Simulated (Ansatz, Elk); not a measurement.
# Bonding as seen by X-rays: Li2TlBr3

Structure refinements treat a crystal as free atoms side by side. For a made-up structure of Li2TlBr3 (cell and positions from a PBE relaxation) the runs below show what the calculated density changes in F(hkl).

Program: Elk 11.2.3 (patched build). Level of theory: DFT, PBE, all-electron APW+lo, Dirac cores, scalar-relativistic bands, static density, no spin. Results are calculated unless marked as measured.

The structure was built from a prototype and need not be the compound's stable phase.

**1. The structure**

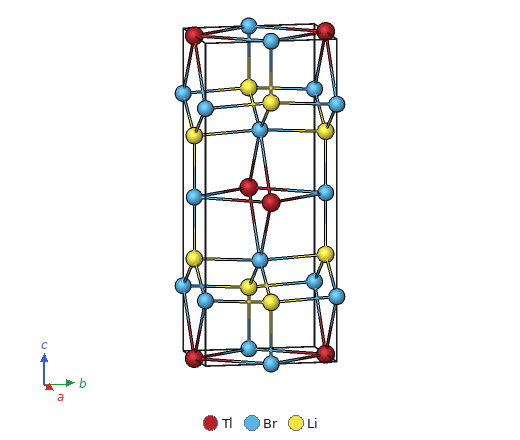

Start, viewed slightly off an axis; thallium red, bromine blue, lithium yellow. This picture shows the conventional cell, with its axes. Some periodic images of atoms are drawn too.

Coordinates:

```cif
data_structure
_symmetry_space_group_name_H-M 'Immm'
_symmetry_Int_Tables_number 71
_cell_length_a 4.3231
_cell_length_b 5.6035
_cell_length_c 13.5966
_cell_angle_alpha 90.000
_cell_angle_beta 90.000
_cell_angle_gamma 90.000
_cell_volume 329.37
loop_
_atom_site_label
_atom_site_type_symbol
_atom_site_symmetry_multiplicity
_atom_site_Wyckoff_symbol
_atom_site_fract_x
_atom_site_fract_y
_atom_site_fract_z
_atom_site_occupancy
Tl1 Tl 2 b 0.50000 0.00000 0.00000 1
Br1 Br 2 d 0.00000 0.50000 0.00000 1
Br2 Br 4 i 0.50000 0.50000 0.70207 1
Li1 Li 4 j 0.50000 0.00000 0.69069 1
```

**2. Ground state and structure factors**

An all-electron density is needed, since X-rays see the cores too. Task 0 finds the density and task 195 Fourier-transforms it; tshift is off so that phases refer to the origin typed.

File elk.in:

```
tasks
  0
  195

xctype
  20

spinpol
  .false.

rgkmax
  7.0

gmaxvr
  14.0

lmaxo
  7

lmaxapw
  8

swidth
  0.002

tshift
  .false.

ramdisk
  .false.

hmaxvr
  5.5

maxscl
  120

epspot
  1e-06

sppath
  './'

avec
  -4.08472922652 5.29454688411 12.84689853345
  4.08472922652 -5.29454688411 12.84689853345
  4.08472922652 5.29454688411 -12.84689853345

atoms
  3
  'Tl.in'
  1
  0.0000000000 0.5000000000 0.5000000000   0.000000 0.000000 0.000000
  'Br.in'
  3
  0.5000000000 0.0000000000 0.5000000000   0.000000 0.000000 0.000000
  0.2020667984 0.2020667984 -0.0000000000   0.000000 0.000000 0.000000
  0.7979332016 0.7979332016 0.0000000000   0.000000 0.000000 0.000000
  'Li.in'
  2
  0.6906901066 0.1906901066 0.5000000000   0.000000 0.000000 0.000000
  0.3093098934 0.8093098934 0.5000000000   0.000000 0.000000 0.000000

ngridk
  7 7 7
```

On the command line:

```sh
$ OMP_NUM_THREADS=4 elk
```

Output:

```text
┌─────────────────────────┐
│ Elk code version 11.2.3 │
└─────────────────────────┘

All units are atomic (Hartree, Bohr, etc.)

┌─────────────────────────────────────────────────┐
│ Ground-state run starting from atomic densities │
└─────────────────────────────────────────────────┘

Lattice vectors :
  -4.084729227       5.294546884       12.84689853
   4.084729227      -5.294546884       12.84689853
   4.084729227       5.294546884      -12.84689853

Reciprocal lattice vectors :
  0.4010501337E-16  0.5933638369      0.2445409408
  0.7691067093      0.1876188226E-16  0.2445409408
  0.7691067093      0.5933638369     -0.1762141175E-17

Unit cell volume      :    1111.348727
Brillouin zone volume :   0.2231974603

Muffin-tin inner radius fraction :   0.1000000000E-01

Nuclei treated as point charges

Species : 1 (Tl)
 parameters loaded from : Tl.in
 name : thallium
 nuclear charge    :   -81.00000000
 electronic charge :    81.00000000
 atomic mass :    372567.9643
 muffin-tin radius :    2.800000000
 number of radial points in muffin-tin :   1393
 inner part over the whole radius :   0.9893942913E-02
 number on inner part of muffin-tin    :   1000
 approximate nuclear radius :   0.1043008296E-03
 number of mesh points to nuclear radius :    525
 atomic positions (lattice), magnetic fields (Cartesian) :
  1 :   0.00000000  0.50000000  0.50000000    0.00000000  0.00000000  0.00000000

Species : 2 (Br)
 parameters loaded from : Br.in
 name : bromine
 nuclear charge    :   -35.00000000
 electronic charge :    35.00000000
 atomic mass :    145656.0816
 muffin-tin radius :    2.400000000
 number of radial points in muffin-tin :    993
 inner part over the whole radius :   0.9934012010E-02
 number on inner part of muffin-tin    :    703
 approximate nuclear radius :   0.7858070945E-04
 number of mesh points to nuclear radius :    344
 atomic positions (lattice), magnetic fields (Cartesian) :
  1 :   0.50000000  0.00000000  0.50000000    0.00000000  0.00000000  0.00000000
  2 :   0.20206680  0.20206680  0.00000000    0.00000000  0.00000000  0.00000000
  3 :  -0.20206680 -0.20206680  0.00000000    0.00000000  0.00000000  0.00000000

Species : 3 (Li)
 parameters loaded from : Li.in
 name : lithium
 nuclear charge    :   -3.000000000
 electronic charge :    3.000000000
 atomic mass :    12652.66898
 muffin-tin radius :    1.800000000
 number of radial points in muffin-tin :    593
 inner part over the whole radius :   0.9806707936E-02
 number on inner part of muffin-tin    :    401
 approximate nuclear radius :   0.4000070961E-04
 number of mesh points to nuclear radius :    148
 atomic positions (lattice), magnetic fields (Cartesian) :
  1 :  -0.30930989  0.19069011  0.50000000    0.00000000  0.00000000  0.00000000
  2 :   0.30930989 -0.19069011  0.50000000    0.00000000  0.00000000  0.00000000

Total number of atoms per unit cell :    6
Total muffin-tin volume :    314.5278789
 ratio of muffin-tin to unit cell volume :   0.2830145670

Spin treatment :
 spin-unpolarised

Number of Bravais lattice symmetries :    8
Number of crystal symmetries         :    8
Crystal has inversion symmetry
Real symmetric eigensolver will be used

k-point grid :      7     7     7
k-point offset :    0.000000000       0.000000000       0.000000000
k-point set is reduced with full crystal symmetry group
Total number of k-points :       64

Muffin-tin radius times maximum |G+k| :    7.000000000
 using average radius
Maximum |G+k| for APW functions       :    3.088235294
Maximum (1/2)|G+k|²                   :    4.768598616
Maximum |G| for potential and density :    14.00000000
Constant for pseudocharge density :   10
 order of it for each species :   17  17  17
 order of it for pair densities of each species (exact exchange by exxq0 0: 18) :   15  11   5
Radial integration step length :    1

G-vector grid sizes :     70    70    70
Number of G-vectors :    51513

Maximum angular momentum used for
 APW functions            :    8
 outer part of muffin-tin :    7
[...]
at k-point 47

Charges :
 core                        :    116.0000000
 valence                     :    76.00000000
 interstitial                :    7.833797178
 muffin-tins (core leakage)
  species : 1 (Tl)
   atom 1                    :    79.18549462     (  0.3743154781E-04)
  species : 2 (Br)
   atom 1                    :    33.60532760     (  0.2268329465E-04)
[...]
species : 3 (Li)
   atom 1                    :    2.100846465     (   0.000000000    )
   atom 2                    :    2.100846465     (   0.000000000    )
 total in muffin-tins        :    184.1662028
 total calculated charge     :    191.9998258
 total charge                :    192.0000000
 error                       :   0.1741704789E-03

RMS change in Kohn-Sham potential (target) :    6.403579162     (  0.1000000000E-05)
Absolute change in total energy (target)   :    6.125757791     (  0.1000000000E-03)

[... loops 3 to 14 left out ...]

┌──────────────────┐
│ Loop number : 15 │
└──────────────────┘

Energies :
 Fermi                       :     0.61798954045385E-01
 sum of occupied eigenvalues :     -17090.044261635
 electron kinetic            :      31548.022436155
 core electron kinetic       :      30592.121672673
 Coulomb                     :     -59009.215433604
 Coulomb potential           :     -47772.862711966
 nuclear-nuclear             :     -2059.3776999379
 electron-nuclear            :     -66152.726465912
 Hartree                     :      9202.8887322463
 Madelung                    :     -35122.784077621
 xc potential                :     -865.20398582330
 exchange                    :     -652.39133214103
 correlation                 :     -10.260330418745
 electron entropic           :    -0.47399088481241E-11
 total energy                :     -28123.844660009

Density of states at Fermi energy :   0.5006564526E-07
 (states/Hartree/unit cell)

Estimated indirect band gap :   0.1336064005
 from k-point 47 to k-point 19
Estimated direct band gap   :   0.1391315369
 at k-point 47

Charges :
 core                        :    116.0000000
 valence                     :    76.00000000
 interstitial                :    7.862321223
 muffin-tins (core leakage)
  species : 1 (Tl)
[...]
species : 2 (Br)
[...]
species : 3 (Li)
   atom 1                    :    2.097478899     (   0.000000000    )
   atom 2                    :    2.097478899     (   0.000000000    )
 total in muffin-tins        :    184.1376788
 total calculated charge     :    191.9998221
 total charge                :    192.0000000
 error                       :   0.1779380518E-03

RMS change in Kohn-Sham potential (target) :   0.7803777580E-07 (  0.1000000000E-05)
Absolute change in total energy (target)   :   0.4394297503E-04 (  0.1000000000E-03)

Convergence targets achieved

┌──────────────────┐
│ Loop number : 16 │
└──────────────────┘

Energies :
 Fermi                       :     0.61798955518557E-01
 sum of occupied eigenvalues :     -17090.044259867
 electron kinetic            :      31548.022435587
 core electron kinetic       :      30592.121672755
 Coulomb                     :     -59009.215432256
 Coulomb potential           :     -47772.862711086
 nuclear-nuclear             :     -2059.3776999379
 electron-nuclear            :     -66152.726463999
 Hartree                     :      9202.8887316808
 Madelung                    :     -35122.784076713
 xc potential                :     -865.20398436837
 exchange                    :     -652.39133208769
 correlation                 :     -10.260330420456
 electron entropic           :    -0.47399089433931E-11
 total energy                :     -28123.844659177

Density of states at Fermi energy :   0.5006562642E-07
 (states/Hartree/unit cell)

Estimated indirect band gap :   0.1336063990
 from k-point 47 to k-point 19
Estimated direct band gap   :   0.1391315368
 at k-point 47

Charges :
 core                        :    116.0000000
 valence                     :    76.00000000
 interstitial                :    7.862321172
 muffin-tins (core leakage)
  species : 1 (Tl)
[...]
species : 2 (Br)
   atom 1                    :    33.50885519     (  0.2288057293E-04)
   atom 2                    :    33.53627520     (  0.2294176954E-04)
   atom 3                    :    33.53627520     (  0.2294176954E-04)
  species : 3 (Li)
   atom 1                    :    2.097478898     (   0.000000000    )
   atom 2                    :    2.097478898     (   0.000000000    )
 total in muffin-tins        :    184.1376788
 total calculated charge     :    191.9998221
 total charge                :    192.0000000
 error                       :   0.1779380593E-03

┌──────────────────────────────┐
│ Self-consistent loop stopped │
└──────────────────────────────┘

Wrote STATE.OUT
```

It took 1.8 min on 4 threads of Arm Neoverse V2, shared host; peak memory 0.35 GiB; 5.7 min of CPU time.

SFACRHO.OUT:

```text

h k l indices transformed by vhmat matrix:
   1.000000000       0.000000000       0.000000000    
   0.000000000       1.000000000       0.000000000    
   0.000000000       0.000000000       1.000000000    

      h      k      l  multipl.   |H|            Re(F)            Im(F)           |F|

      0      0      0      1   0.0000000       192.00000      0.46209206E-16   192.00000    
     -1     -1      1      2  0.48908188       52.898024      0.65066042E-14   52.898024    
     -1      0      0      4  0.64177949       61.874677     -0.40967508E-14   61.874677    
      0     -1      0      4  0.80704734      -23.084703      0.20242769E-13   23.084703    
     -2     -1      1      4  0.94354814      -1.7372732      0.27713314E-14   1.7372732    
     -1      1      0      4  0.97139373      -46.654472     -0.20039025E-13   46.654472    
     -2     -2      2      2  0.97816376       125.65939     -0.11326311E-13   125.65939    
     -2     -1      2      4   1.0628864      -92.504423      0.24098534E-13   92.504423    
      0      2     -1      8   1.0875692      -147.31601     -0.18314886E-13   147.31601    
     -1      1     -1      2   1.1867277       160.67565     -0.24490336E-13   160.67565    
      0      2     -2      4   1.2835590       48.554409     -0.20001783E-13   48.554409    
     -3     -2      2      4   1.3590759       92.624603     -0.67054171E-13   92.624603    
      2      2     -1      8   1.3785536      -76.271992     -0.23134593E-13   76.271992    
      0      1     -2      8   1.4351474      -23.213597      0.19278827E-14   23.213597    
      3      2     -3      4   1.4444833       16.656950     -0.18676364E-14   16.656950    
     -3     -3      3      2   1.4672456       108.53459     -0.23134593E-13   108.53459    
      1      3     -3      4   1.5378969       111.85018      0.27231344E-13   111.85018    
     -1      1      1      2   1.5382134       148.74150      0.40463696E-13   148.74150
```

Elk indexes on the primitive cell of elk.in and gives |H| = 4π sin θ/λ in inverse bohr. Below, one row stands for each form hkl of the conventional cell (m members, Friedel mates merged), F is for one primitive cell and the density is static (no thermal factor). Free-atom factors are Waasmaier and Kirfel's, and R is Σm||F|−|F'||/Σm|F|.

```
hkl  m  sin θ/λ (Å⁻¹)  abs F, DFT  neutral atoms   diff.     ions   diff.
002  2          0.073      52.898         53.184  -0.286   52.998  -0.100
011  4          0.097      61.875         62.123  -0.249   61.852  +0.022
101  4          0.121      23.085         23.532  -0.447   23.127  -0.043
013  4          0.142       1.737          1.330  +0.407    1.791  -0.054
110  4          0.146      46.654         46.784  -0.130   46.539  +0.115
004  2          0.147     125.659        125.331  +0.328  125.424  +0.235
103  4          0.160      92.504         92.378  +0.127   92.346  +0.158
112  8          0.164     147.316        147.047  +0.269  147.126  +0.190
020  2          0.178     160.676        160.388  +0.288  160.376  +0.300
022  4          0.193      48.554         48.636  -0.081   48.645  -0.090
015  4          0.204      92.625         92.594  +0.031   92.521  +0.104
114  8          0.207      76.272         76.302  -0.030   76.305  -0.033
121  8          0.216      23.214         23.207  +0.006   23.277  -0.063
105  4          0.217      16.657         16.681  -0.024   16.571  +0.086
006  2          0.221     108.535        108.656  -0.121  108.619  -0.084
024  4          0.231     111.850        111.874  -0.024  111.790  +0.060
200  2          0.231     148.742        148.837  -0.095  148.731  +0.011
123  8          0.240      83.433         83.487  -0.054   83.496  -0.063
202  4          0.243      46.210         46.157  +0.052   46.152  +0.058
211  8          0.251      53.120         53.147  -0.027   53.142  -0.022
116  8          0.265      78.898         78.981  -0.083   78.961  -0.062
031  4          0.270      51.923         51.947  -0.025   51.932  -0.010
```

The ions are Li+, Tl+ and Br−, by formal charge.

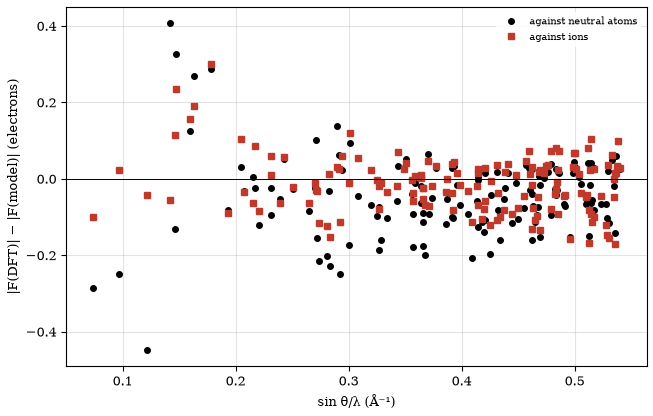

Difference between the calculated structure factors and the independent-atom ones.

[end of part 1 of 2]

[Logs are printed without paths, hosts, clocks, repeated set-up lines and the standing remarks that a program may print on its own settings, such as how far it seeks lower states.]

[Hosts, paths, dates, database ids (printed as entryN), source tags and the programs' standing remarks are cut or masked in the printed files.]
